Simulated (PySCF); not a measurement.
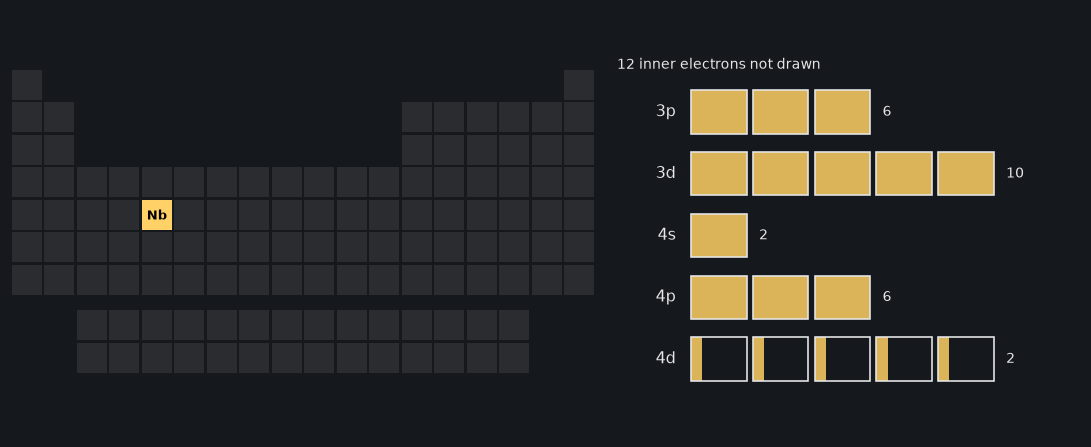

Fig. 1: Left, the place of niobium in the periodic table; right, the outer shells of the nominal configuration: a box for each of the 2l + 1 orbitals, shaded by the share of the shell that is filled, with the electron count at the right.

Atomic calculation, with input and output: Nb³⁺

Nb³⁺, configuration 1s2 2s2 2p6 3s2 3p6 3d10 4s2 4p6 4d2, multiplicity 3. Computed at this level: unrestricted BLYP, x2c-TZVPPall plus 1 even-tempered diffuse shell per l, spin-free X2C-1e, Gaussian nucleus (PySCF).

## The input
```python
from pyscf import gto, scf, dft, mp, cc
import basis_set_exchange as bse
mol = gto.M(atom="Nb 0 0 0", charge=3, spin=2, symmetry="D2h",
            basis=gto.basis.parse(bse.get_basis("x2c-TZVPPall", elements=["Nb"], fmt="nwchem", augment_diffuse=1)),
            nucmod="G")
mf = dft.UKS(mol, xc="BLYP").sfx2c1e()
mf.irrep_nelec = {'Ag': (7, 6), 'B1g': (2, 1), 'B2g': (1, 1), 'B3g': (1, 1), 'B1u': (3, 3), 'B2u': (3, 3), 'B3u': (3, 3)}
mf.kernel()
```

The script is an equivalent of what the driver set up; the driver started from orbitals of its own, so the log can be shorter than this script's would be, and it computed the properties (radii, ⟨L²⟩, response) afterwards. It held the occupations shell by shell, which the script's counts by irreducible representation don't always enforce.

Hardware: 1 CPU thread, shared host.

## The program's output (extracts)
```
damping factor = 0
level_shift factor = 0
DIIS = <class 'pyscf.scf.diis.CDIIS'>
diis_start_cycle = 1
diis_space = 10
diis_damp = 0
SCF conv_tol = 1e-09
SCF conv_tol_grad = None
number electrons alpha = 20  beta = 18
XC functionals = BLYP
    A. D. Becke.,  Phys. Rev. A 38, 3098 (1988)
    C. Lee, W. Yang, and R. G. Parr.,  Phys. Rev. B 37, 785 (1988)
    B. Miehlich, A. Savin, H. Stoll, and H. Preuss.,  Chem. Phys. Lett. 157, 200 (1989)
cycle= 1 E= -3817.74326205315  delta_E= -0.0105  |g|= 0.0714  |ddm|= 0.124
cycle= 2 E= -3817.74348988869  delta_E= -0.000228  |g|= 0.0314  |ddm|= 0.0217
cycle= 3 E= -3817.74354703655  delta_E= -5.71e-05  |g|= 0.00288  |ddm|= 0.01
cycle= 4 E= -3817.74354862288  delta_E= -1.59e-06  |g|= 9.36e-05  |ddm|= 0.00234
cycle= 5 E= -3817.74354862533  delta_E= -2.45e-09  |g|= 2.21e-06  |ddm|= 9.22e-05
cycle= 6 E= -3817.74354862533  delta_E= 9.09e-13  |g|= 5.42e-08  |ddm|= 2.28e-06
converged SCF energy = -3817.74354862533  <S^2> = 2.0005949  2S+1 = 3.0003966
```

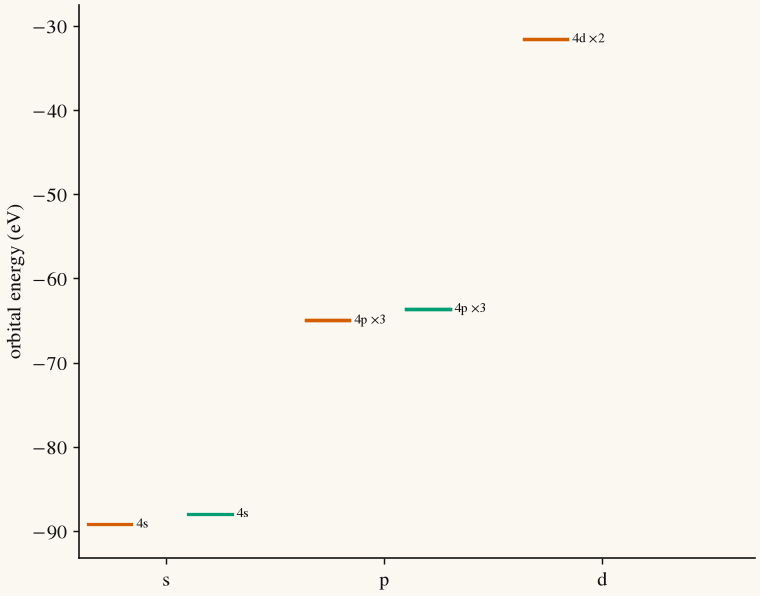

Fig. 2: Orbital energies of the mean field, from the top down to −89.2 eV, by angular momentum, α spin at the left of each column and β at the right; ×n counts the orbitals under one label. The highest filled orbital is 4d α at −31.6 eV, the lowest empty one d α at −30.7 eV.

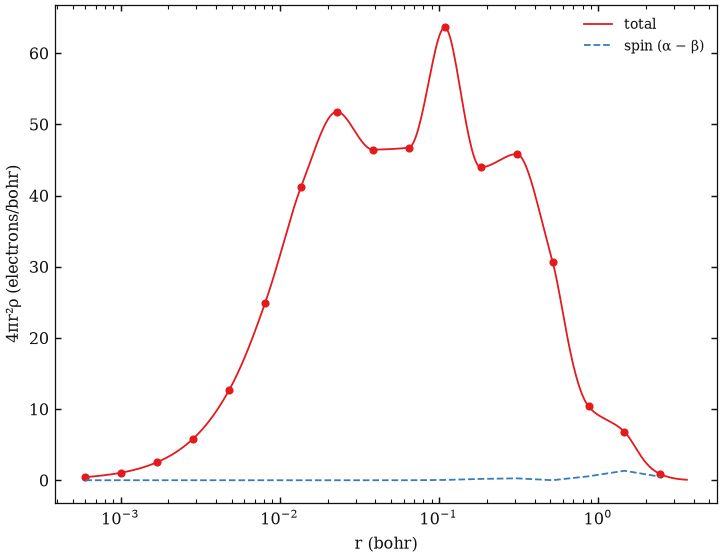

Fig. 3: Spherically averaged radial density 4πr²ρ of the mean field and its spin part; markers are the stored points, which are sparse, and the line is a monotone interpolation between them. The largest stored value is 63.6 electrons/bohr at r = 0.11 bohr. Root-mean-square radii of the shells: 3s 0.475, 3d 0.475, 3p 0.481, 4s 1.22, 4p 1.36, 4d 1.86 bohr.

## Key numbers

```
      quantity                    value
       outcome                converged
  total energy       −3817.7435 hartree
          ⟨S²⟩                    2.001
          ⟨L²⟩                    12.01
SCF iterations                        6
      CPU time  2.5 s (integrals apart)
```

## Notes

Radii and densities are those of the two-component orbitals, without the picture-change correction, so the innermost s shells come out slightly too small (about 1 % for 1s near Z = 40, more for heavier atoms).
